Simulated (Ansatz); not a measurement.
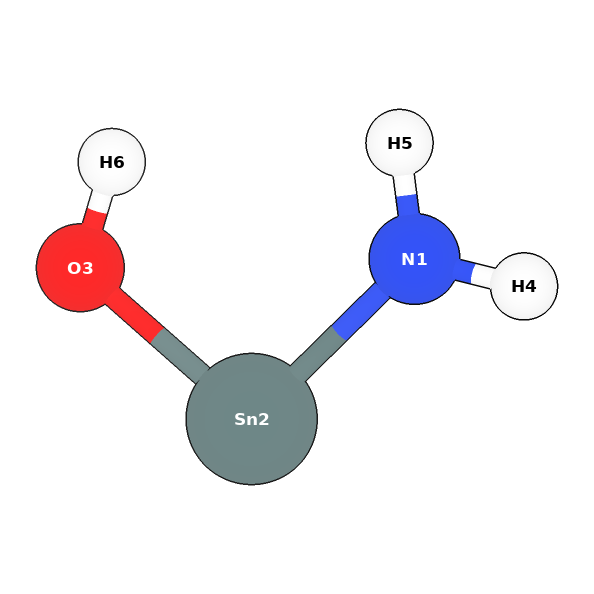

Numbered structure. The geometry was computed by an optimisation with PBE-D4/def2-SVP. No frequency run is at hand to confirm it as a minimum.

> Describe the coordination of atom 3.

O3 has 2 neighbours (Sn2 at 2.03, H6 at 0.98 Å); the arrangement is bent.

> What is the geometry at Sn2?

Sn2 has 2 neighbours (N1 at 2.07, O3 at 2.03 Å); the arrangement is bent.

> Describe the coordination of atom 1.

N1 has 3 neighbours (Sn2 at 2.07, H4 at 1.02, H5 at 1.03 Å); the arrangement is trigonal planar.
